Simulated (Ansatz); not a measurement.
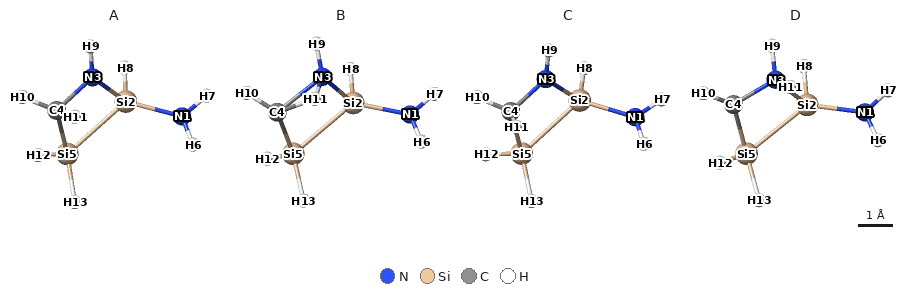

4 geometries from a converged minimum-energy path of CH8N2Si2, shuffled. The picture is a ball-and-stick view, seen at a tilt.

Computed with RKS PBE0-D4/6-31G (Ansatz 0.2.0). Run with 9 movable images; climbing image; force threshold 0.03 eV/Å; iteration limit 46; starting path through a guess of the saddle point.

Which frame is the transition state?

B. In order along the path, whose images run from 0 to 10: C (image 1, +0.6 kJ/mol), A (image 3, +80.0 kJ/mol), B (image 5, +329.3 kJ/mol), D (image 9, +211.3 kJ/mol). A hydrogen atom shifts from one atom to another. Breaking: C4–H11 (1.10 → 1.42 at the top → 2.17 Å). Forming: N3–H11 (2.16 → 1.14 at the top → 1.02 Å).

Cost: 11 min on 1 thread of Intel(R) Xeon(R) 6975P-C (Granite Rapids) (shared host), peak memory 0.18 GiB.
